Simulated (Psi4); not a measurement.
**Single-point calculation of CH$_{4}$InO**

- system: CH$_{4}$InO, multiplicity 2, SMILES [CH3][In][OH]
- method: HF/def2-TZVP, UHF, core potentials def2 (Psi4 1.11)

The geometry comes from this level: PBE0-D4/def2-TZVP.

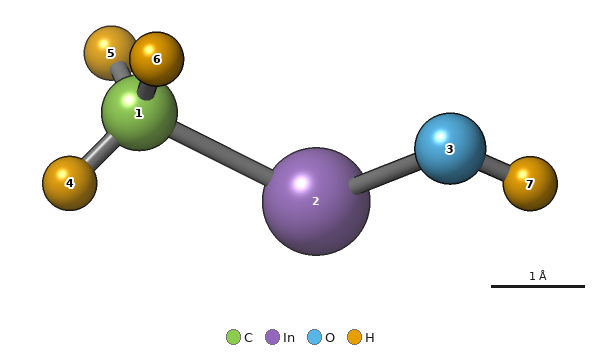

**Figure 1.** The input geometry (ball-and-stick view, seen at an oblique angle; atoms are numbered from 1 in the order of the input). Sticks mark near contacts. Bond lengths as drawn: C–H 1.09 Å, C–In 2.20 Å, H–O 0.96 Å and In–O 2.01 Å.

**Results in brief**

| quantity | value |
| --- | --- |
| outcome | converged |
| total energy | −304.311899 hartree |
| basis functions | 136 |
| ⟨S²⟩ | 0.774 |
| dipole moment | 2.33 D |
| hardware | 1 thread of Intel Xeon (Granite Rapids), 16 GiB of memory available, shared host |
| wall time | 2.5 s |
| peak memory | 0.26 GiB |

**The input (run.py)**
```python
import psi4

psi4.set_memory(1600000000)
psi4.set_num_threads(1)
psi4.set_output_file('psi4.out', False)

molecule = psi4.geometry("""
0 2
C     -1.112400     0.553800    -0.247900
In     0.751900    -0.484100    -0.796600
O      1.860000    -0.880900     0.836200
H     -1.965200    -0.017100    -0.612500
H     -1.110000     1.548400    -0.692400
H     -1.115200     0.612100     0.840900
H      2.690900    -1.332100     0.672300
units angstrom
symmetry c1
""")

psi4.set_options({
    'basis': 'def2-TZVP',
    'reference': 'uhf',
    'scf_type': 'df',
    'guess': 'modhuckel',
})

e_tot, wfn = psi4.energy("hf", molecule=molecule, return_wfn=True)
print('E =', round(e_tot, 9))
for k, v in sorted(psi4.core.scalar_variables().items()):
    print(f'{k:45s} {v:18.10f}')
```

Launched with:
```bash
python run.py
```

**What the program printed**
```
Psi4 1.11 release

   => Loading Basis Set <=

    Name: DEF2-TZVP
    Role: ORBITAL
    Keyword: BASIS

    !!!  WARNING: ECP capability is in beta. Please check occupations closely.  !!!

         ---------------------------------------------------------
                                   SCF
                              UHF Reference
                        1 Threads,   1525 MiB Core
         ---------------------------------------------------------

  ==> Geometry <==

    Molecular point group: c1
    Full point group: C1

    Geometry (in Angstrom), charge = 0, multiplicity = 2:

       Center              X                  Y                   Z               Mass
    ------------   -----------------  -----------------  -----------------  -----------------
         C           -1.801753226277     0.977482024982     0.302854105798    12.000000000000
         IN           0.062546773723    -0.060417975018    -0.245845894202   114.903878776000
         O            1.170646773723    -0.457217975018     1.386954105798    15.994914619570
         H           -2.654553226277     0.406582024982    -0.061745894202     1.007825032230
         H           -1.799353226277     1.972082024982    -0.141645894202     1.007825032230
         H           -1.804553226277     1.035782024982     1.391654105798     1.007825032230
         H            2.001546773723    -0.908417975018     1.223054105798     1.007825032230

  Running in c1 symmetry.

  Rotational constants: A =      0.43427  B =      0.16006  C =      0.11962 [cm^-1]
  Rotational constants: A =  13019.00194  B =   4798.38911  C =   3586.08630 [MHz]
  Nuclear repulsion =  116.616725805270605

  Charge       = 0
  Multiplicity = 2
  Electrons    = 39
  Nalpha       = 20
  Nbeta        = 19

  ==> Algorithm <==

  SCF Algorithm Type is DF.
  DIIS enabled.
  MOM disabled.
  Fractional occupation disabled.
  Guess Type is MODHUCKEL.
  Energy threshold   = 1.00e-06
  Density threshold  = 1.00e-06
  Integral threshold = 1.00e-12

  ==> Primary Basis <==

  Basis Set: DEF2-TZVP
    Blend: DEF2-TZVP
    Number of shells: 54
    Number of basis functions: 136
    Number of Cartesian functions: 155
    Spherical Harmonics?: true
    Max angular momentum: 3

  Core potential: DEF2-TZVP
    Number of shells: 4
    Number of ECP primitives: 18
    Number of ECP core electrons: 28
    Max angular momentum: 3

   => Loading Basis Set <=

    Name: (DEF2-TZVP AUX)
    Role: JKFIT
    Keyword: DF_BASIS_SCF

  ==> Integral Setup <==

  DFHelper Memory: AOs need 0.065 GiB; user supplied 1.118 GiB.
  SCF_SUBTYPE=INCORE selected. In-core MEM_DF algorithm will be used.
  Using in-core AOs.

  ==> MemDFJK: Density-Fitted J/K Matrices <==

    J tasked:                   Yes
    K tasked:                   Yes
    wK tasked:                   No
    Memory [MiB]:              1144
    Algorithm:                 Core
    Schwarz Cutoff:           1E-12
    Mask sparsity (%):       2.6060
    Fitting Condition:        1E-10

   => Auxiliary Basis Set <=

  Basis Set: (DEF2-TZVP AUX)
    Blend: DEF2-UNIVERSAL-JKFIT
    Number of shells: 120
    Number of basis functions: 442
    Number of Cartesian functions: 571
    Spherical Harmonics?: true
    Max angular momentum: 5

  Minimum eigenvalue in the overlap matrix is 9.7323512961E-04.
  Reciprocal condition number of the overlap matrix is 1.3885308950E-04.
    Using symmetric orthogonalization.

  ==> Pre-Iterations <==

   -------------------------------------------------------
    Irrep   Nso     Nmo     Nalpha   Nbeta   Ndocc  Nsocc
   -------------------------------------------------------
     A        136     136      20      19      19       1
   -------------------------------------------------------
    Total     136     136      20      19      19       1
   -------------------------------------------------------

  ==> Iterations <==

                           Total Energy        Delta E     RMS |[F,P]|

   @DF-UHF iter   1:  -300.98352832196736   -3.00984e+02   1.82767e-02 DIIS/ADIIS
   @DF-UHF iter   2:  -303.42776987728479   -2.44424e+00   8.89412e-03 DIIS/ADIIS
   @DF-UHF iter   3:  -304.18702490042261   -7.59255e-01   3.43579e-03 DIIS/ADIIS
   @DF-UHF iter   4:  -304.30238292253716   -1.15358e-01   6.37802e-04 DIIS/ADIIS
   @DF-UHF iter   5:  -304.30955714451454   -7.17422e-03   3.07935e-04 DIIS/ADIIS
   @DF-UHF iter   6:  -304.31124352268773   -1.68638e-03   1.31844e-04 DIIS/ADIIS
   @DF-UHF iter   7:  -304.31171688280307   -4.73360e-04   5.60036e-05 DIIS
   @DF-UHF iter   8:  -304.31183330473687   -1.16422e-04   2.86034e-05 DIIS
   @DF-UHF iter   9:  -304.31187326706561   -3.99623e-05   1.68383e-05 DIIS
   @DF-UHF iter  10:  -304.31189281691661   -1.95499e-05   7.87535e-06 DIIS
   @DF-UHF iter  11:  -304.31189783553748   -5.01862e-06   3.37323e-06 DIIS
   @DF-UHF iter  12:  -304.31189859883938   -7.63302e-07   1.81847e-06 DIIS
   @DF-UHF iter  13:  -304.31189879913620   -2.00297e-07   9.04980e-07 DIIS
  Energy and wave function converged.

  ==> Post-Iterations <==

   @Spin Contamination Metric:   2.373676041E-02
   @S^2 Expected:                7.500000000E-01
   @S^2 Observed:                7.737367604E-01
   @S   Expected:                5.000000000E-01
   @S   Observed:                5.000000000E-01

    Orbital Energies [Eh]
    ---------------------

    Alpha Occupied:

       1A    -20.504050     2A    -11.222583     3A     -5.372701
       4A     -3.632490     5A     -3.627450     6A     -3.622053
       7A     -1.261266     8A     -1.026564     9A     -1.017079
      10A     -1.014401    11A     -1.014272    12A     -1.006141
      13A     -0.924082    14A     -0.610263    15A     -0.558305
      16A     -0.558152    17A     -0.509386    18A     -0.447174
      19A     -0.435570    20A     -0.296468

    Alpha Virtual:

      21A      0.031189    22A      0.066844    23A      0.084727
      24A      0.143564    25A      0.143820    26A      0.207378
      27A      0.227098    28A      0.227745    29A      0.232644
      30A      0.259685    31A      0.280380    32A      0.302809
      33A      0.323699    34A      0.328226    35A      0.341972
      36A      0.358570    37A      0.398191    38A      0.408419
      39A      0.465045    40A      0.541480    41A      0.635383
      42A      0.636457    43A      0.645989    44A      0.697685
      45A      0.702180    46A      0.727047    47A      0.728935
      48A      0.730453    49A      0.790189    50A      0.806170
      51A      0.826085    52A      0.862012    53A      0.881633
      54A      0.955059    55A      0.972278    56A      1.013440
      57A      1.053416    58A      1.114857    59A      1.118496
      60A      1.146995    61A      1.149344    62A      1.164308
      63A      1.205804    64A      1.217855    65A      1.257375
      66A      1.296351    67A      1.418038    68A      1.435462
      69A      1.599128    70A      1.742943    71A      1.790216
      72A      1.792239    73A      1.845663    74A      1.846956
      75A      1.972761    76A      2.069069    77A      2.081844
      78A      2.182896    79A      2.187645    80A      2.191277
      81A      2.350368    82A      2.416386    83A      2.420006
      84A      2.441780    85A      2.453221    86A      2.504030
      87A      2.516082    88A      2.577992    89A      2.591464
      90A      2.614257    91A      2.636620    92A      2.649527
      93A      2.656458    94A      2.680697    95A      2.684987
      96A      2.741865    97A      2.875469    98A      2.888164
      99A      3.102225   100A      3.112550   101A      3.120593
     102A      3.183929   103A      3.396757   104A      3.433695
     105A      3.490436   106A      3.517277   107A      3.564339
     108A      3.615052   109A      3.714648   110A      3.748563
     111A      3.840485   112A      3.855216   113A      3.995586
     114A      4.226048   115A      4.575125   116A      4.583495
     117A      4.818132   118A      5.628463   119A      5.642853
     120A      5.670455   121A      5.688699   122A      5.915080
     123A      5.953114   124A      6.743699   125A      6.902978
     126A      6.994581   127A      7.001276   128A      7.287739
     129A      7.531126   130A     23.238366   131A     38.486672
     132A     39.381857   133A     39.614165   134A     39.734018
     135A     45.025534   136A    125.703915

    Beta Occupied:

       1A    -20.500014     2A    -11.213358     3A     -5.369581
       4A     -3.631465     5A     -3.622850     6A     -3.622744
       7A     -1.249231     8A     -1.018658     9A     -1.013981
      10A     -1.013139    11A     -1.010493    12A     -1.002132
      13A     -0.901768    14A     -0.605456    15A     -0.552749
      16A     -0.551337    17A     -0.467735    18A     -0.444520
      19A     -0.375789

    Beta Virtual:

      20A      0.017848    21A      0.048947    22A      0.076711
      23A      0.094423    24A      0.156005    25A      0.166154
      26A      0.215768    27A      0.231748    28A      0.235632
      29A      0.268126    30A      0.272683    31A      0.292474
      32A      0.305464    33A      0.331234    34A      0.340238
      35A      0.353847    36A      0.378083    37A      0.403363
      38A      0.422068    39A      0.481279    40A      0.546120
      41A      0.640331    42A      0.643826    43A      0.656644
      44A      0.707352    45A      0.721148    46A      0.732045
      47A      0.737532    48A      0.746219    49A      0.794810
      50A      0.815212    51A      0.838068    52A      0.867733
      53A      0.897067    54A      0.961145    55A      0.977277
      56A      1.018114    57A      1.068719    58A      1.131663
      59A      1.141108    60A      1.161303    61A      1.167729
      62A      1.184266    63A      1.211595    64A      1.223318
      65A      1.272638    66A      1.301657    67A      1.423715
      68A      1.455248    69A      1.599425    70A      1.748980
      71A      1.791328    72A      1.794437    73A      1.849614
      74A      1.850894    75A      1.975468    76A      2.074125
      77A      2.094517    78A      2.187517    79A      2.190989
      80A      2.194699    81A      2.354429    82A      2.417636
      83A      2.422657    84A      2.444503    85A      2.456666
      86A      2.506861    87A      2.518940    88A      2.581415
      89A      2.595087    90A      2.616575    91A      2.639510
      92A      2.651875    93A      2.658290    94A      2.684823
      95A      2.690442    96A      2.748648    97A      2.880035
      98A      2.893014    99A      3.107026   100A      3.114457
     101A      3.128351   102A      3.193612   103A      3.405079
     104A      3.448630   105A      3.503674   106A      3.527340
     107A      3.573473   108A      3.626746   109A      3.718219
     110A      3.759369   111A      3.849238   112A      3.864170
     113A      4.007011   114A      4.227704   115A      4.579912
     116A      4.587534   117A      4.822216   118A      5.631848
     119A      5.646565   120A      5.674624   121A      5.693057
     122A      5.915990   123A      5.957061   124A      6.746272
     125A      6.909449   126A      6.998322   127A      7.010968
     128A      7.295007   129A      7.533712   130A     23.245095
     131A     38.487429   132A     39.382693   133A     39.616614
     134A     39.734081   135A     45.027702   136A    125.704011

    Final Occupation by Irrep:
              A
    DOCC [    19 ]
    SOCC [     1 ]
    NA   [    20 ]
    NB   [    19 ]

  @DF-UHF Final Energy:  -304.31189879913620

   => Energetics <=

    Nuclear Repulsion Energy =            116.6167258052706046
    One-Electron Energy =                -725.0295958976843167
    Two-Electron Energy =                 304.1009712932775528
    Total Energy =                       -304.3118987991362019

  UHF NO Occupations:
  HONO-2 :   18  A 1.9990475
  HONO-1 :   19  A 1.9899219
  HONO-0 :   20  A 1.0000000
  LUNO+0 :   21  A 0.0100781
  LUNO+1 :   22  A 0.0009525
  LUNO+2 :   23  A 0.0002621
  LUNO+3 :   24  A 0.0001784

Computation Completed

Properties will be evaluated at   0.000000,   0.000000,   0.000000 [a0]

Properties computed using the SCF density matrix

 Multipole Moments:

 ------------------------------------------------------------------------------------
     Multipole            Electronic (a.u.)      Nuclear  (a.u.)        Total (a.u.)
 ------------------------------------------------------------------------------------

 L = 1.  Multiply by 2.5417464519 to convert [e a0] to [Debye]
 Dipole X            :          8.1420532           -8.2935843           -0.1515311
 Dipole Y            :         -6.5298844            6.5089707           -0.0209137
 Dipole Z            :        -20.1072565           19.2020932           -0.9051633
 Magnitude           :                                                    0.9179976

 ------------------------------------------------------------------------------------

	total time  =          2 seconds =       0.03 minutes
```

**Standard output**
```
E = -304.311898799
CURRENT ENERGY                                   -304.3118987991
CURRENT REFERENCE ENERGY                         -304.3118987991
DD SOLVATION ENERGY                                 0.0000000000
HF KINETIC ENERGY                                 188.5156811570
HF POTENTIAL ENERGY                              -492.8275799561
HF TOTAL ENERGY                                  -304.3118987991
HF VIRIAL RATIO                                     2.6142524427
NUCLEAR REPULSION ENERGY                          116.6167258053
ONE-ELECTRON ENERGY                              -725.0295958977
PCM POLARIZATION ENERGY                             0.0000000000
PE ENERGY                                           0.0000000000
SCF ITERATION ENERGY                             -304.3118987991
SCF ITERATIONS                                     13.0000000000
SCF TOTAL ENERGY                                 -304.3118987991
TWO-ELECTRON ENERGY                               304.1009712933
```
